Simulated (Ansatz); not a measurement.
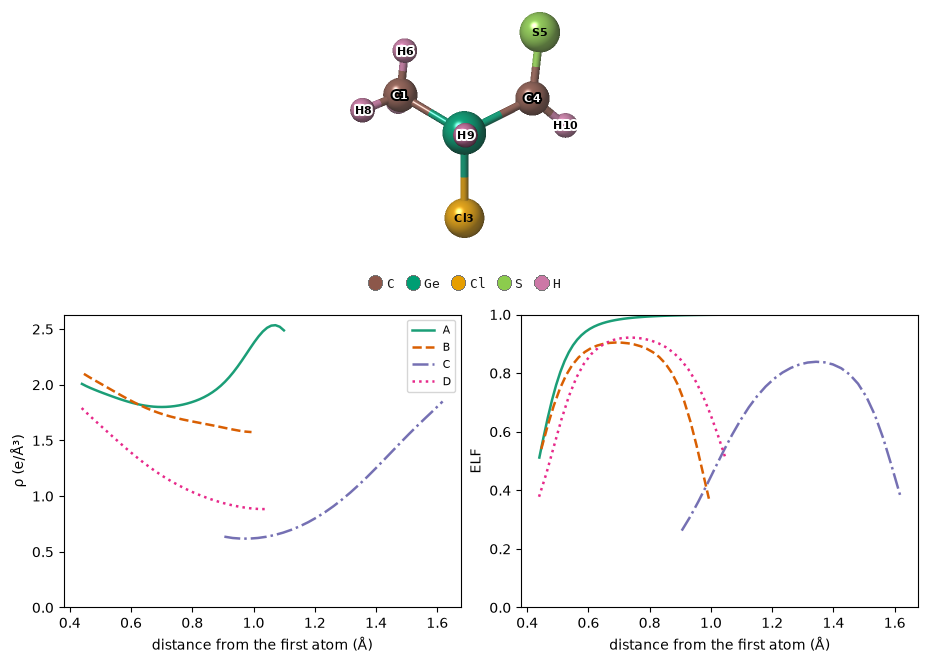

C$_{2}$H$_{5}$ClGeS. Total electron density and electron localisation function along straight lines between neighbouring atoms. The curves leave out the atomic cores. The structure is drawn too.

Computed with RKS B3LYP-D4/def2-SVP (Ansatz 0.2.0).

```yaml
atoms:
  - { symbol: C, position_ang: [-1.1334, -0.9873, -0.1258] }
  - { symbol: Ge, position_ang: [0.4977, -0.1547, 0.5433] }
  - { symbol: Cl, position_ang: [2.2014, -1.4765, 0.1437] }
  - { symbol: C, position_ang: [0.8431, 1.5344, -0.4153] }
  - { symbol: S, position_ang: [-0.3447, 2.6112, -0.6593] }
  - { symbol: H, position_ang: [-1.9434, -0.2432, -0.0997] }
  - { symbol: H, position_ang: [-0.9777, -1.3175, -1.1627] }
  - { symbol: H, position_ang: [-1.4056, -1.8532, 0.4941] }
  - { symbol: H, position_ang: [0.4785, 0.1066, 2.0627] }
  - { symbol: H, position_ang: [1.8673, 1.7292, -0.7781] }
```

**Which curve belongs to which contact (C–Ge, C–H, C–S and Ge–Cl)? The first atom named is at distance zero.**

Curve A: C–H (1.10 Å): ρ is about 1.9 e/Å³ halfway; the ELF climbs to about 1 towards the hydrogen, as it does in any bond to H; an ordinary covalent bond to hydrogen. Curve B: C–S (1.62 Å): ρ is about 1.7 e/Å³ halfway; the ELF peaks at about 0.90 between the atoms, as expected for a covalent bond. Curve C: Ge–Cl (2.19 Å): ρ is about 0.67 e/Å³ halfway; the ELF peaks at about 0.85 in the valence shell of Cl, 0.8 Å from its nucleus, and is about 0.65 at the midpoint. Curve D: C–Ge (1.95 Å): the density is about 0.9 e/Å³ at the midpoint; the ELF peaks at about 0.90 in the valence shell of C, 0.7 Å from its nucleus, and is about 0.70 at the midpoint.
